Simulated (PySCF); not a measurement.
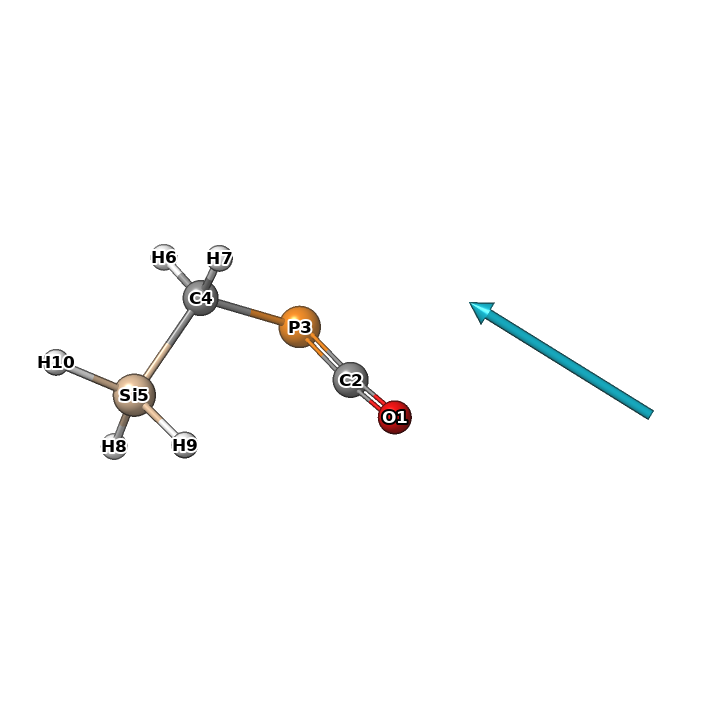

The arrow beside the molecule shows the direction of the dipole moment, from the negative to the positive end (its length means nothing). The computed structure is the end point of a GFN2-xTB optimisation. No frequency run is at hand to confirm it as a minimum. Level of theory: CAM-B3LYP/def2-SVPD, gas phase (PySCF 2.14.0).

Estimate the dipole moment.

1.99 D; it points from the side of O1 to the side of H10 (the outermost atoms at the two ends).

The geometry is semi-empirical. Around P, Si such bond lengths and angles can be off by a tenth of an ångström or more and by several degrees, and values that hang on the shape move with them.
